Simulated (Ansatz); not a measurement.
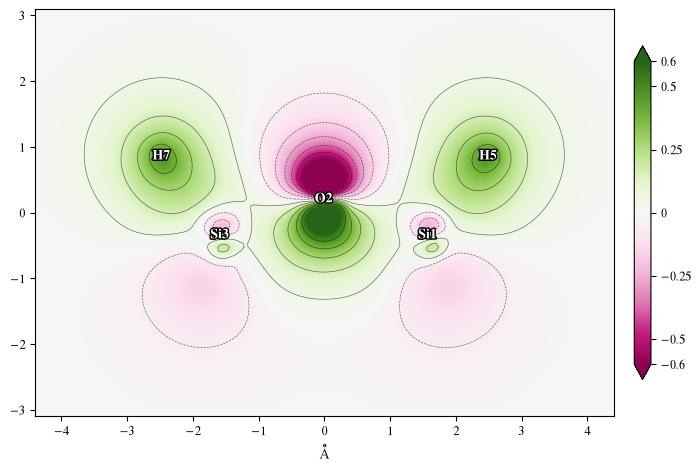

H₆OSi₂. The HOMO−1 on the plane of atoms O2, Si3 and H7 (values in Å⁻³ᐟ²; the overall sign is arbitrary).

The calculation used RKS PBE-D4/def2-SVP (Ansatz 0.2.0).

| atom | x (Å) | y (Å) | z (Å) |
| --- | --- | --- | --- |
| Si | -0.7028 | 1.0582 | -0.9315 |
| O | 0.5176 | 0.1161 | -0.2807 |
| Si | 0.7982 | -1.0510 | 0.8854 |
| H | -1.7852 | 0.1902 | -1.5175 |
| H | -0.1021 | 1.9105 | -2.0099 |
| H | -1.3102 | 1.9395 | 0.1287 |
| H | 2.2553 | -1.4050 | 0.8425 |
| H | -0.0287 | -2.2801 | 0.6131 |
| H | 0.4464 | -0.5248 | 2.2525 |

Describe this orbital and give its energy.

It lies mainly on O2 (about 40 %), Si1 (about 15 %), Si3 (about 15 %), H5 (about 10 %) and H7 (about 10 %). Its energy is −7.30 eV.
